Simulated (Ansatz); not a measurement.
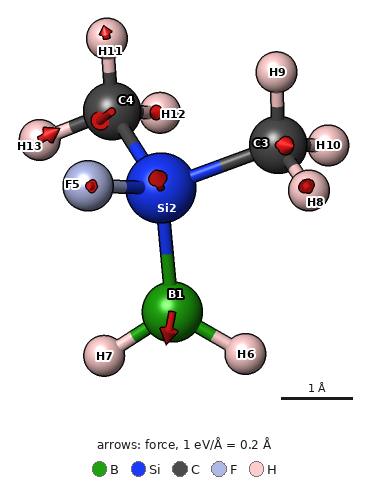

Starting geometry of C₂H₈BFSi (coarse preliminary run) with the computed forces as red arrows. A ball-and-stick model, seen at a tilt.

The start comes from a force field.

Method: RKS PBE-D4/def2-SVP (Ansatz 0.2.0).

Input file:
```yaml
crystal:
  periodic: [false, false, false]
  atoms:
    - {symbol: B, position_ang: [-0.611700, 1.770900, -0.235100]}
    - {symbol: Si, position_ang: [0.294200, 0.131300, -0.378000]}
    - {symbol: C, position_ang: [1.101500, -0.234500, 1.236500]}
    - {symbol: C, position_ang: [-0.828400, -1.225300, -0.788600]}
    - {symbol: F, position_ang: [1.461900, 0.236300, -1.611500]}
    - {symbol: H, position_ang: [-0.647200, 2.441700, 0.762900]}
    - {symbol: H, position_ang: [-1.235000, 2.226900, -1.173200]}
    - {symbol: H, position_ang: [1.887000, 0.594500, 1.486400]}
    - {symbol: H, position_ang: [1.685600, -1.180800, 1.215700]}
    - {symbol: H, position_ang: [0.372300, -0.307400, 2.074700]}
    - {symbol: H, position_ang: [-0.363700, -2.196700, -0.839500]}
    - {symbol: H, position_ang: [-1.647700, -1.301200, 0.032600]}
    - {symbol: H, position_ang: [-1.448400, -0.990500, -1.768100]}
basis:
  gaussian: {orbitals: def2-SVP}
hamiltonian: {xc: pbe, dispersion: d4}
relax: {f_tol: 0.03, max_steps: 200}
```

Run as
```bash
ansatz run in.yaml --threads 4 --pin off --events-out ev --progress --plain --max-ram 10444MiB
```

### What follows when this structure is relaxed?

It isn't relaxed: the largest force vector, on C4, is 3.78 eV/Å. The final displacements have little in common with the starting forces (cosine between the two patterns 0.10). The largest moves after the best rigid fit, 0.97 Å, are those of H6 and H7. By element the largest moves are H 0.97 Å, B 0.15 Å, F 0.14 Å, C 0.13 Å, Si 0.02 Å. Some distances before and after: B1–Si2 1.879 → 2.010 Å, Si2–C4 1.808 → 1.888 Å, C4–H13 1.183 → 1.108 Å, C3–H8 1.169 → 1.108 Å. Among the angles between lasting bonds that change: Si2–B1–H6 124.3° → 119.3°, H12–C4–H13 103.2° → 108.2°, Si2–C4–H11 114.8° → 109.8°. Groups turn about B1–Si2 by about 60°. Over 12 accepted moves (13 points after the start) the energy falls by 0.591 eV. Largest force component: 3.7 eV/Å at the start, 0.013 eV/Å at the end. The line search rejected the trial step at point 12 of the run. The forces were under the threshold at step 10, but the run went on from there. Cost: 15 s on 4 threads of Arm Neoverse V2, on a shared host.
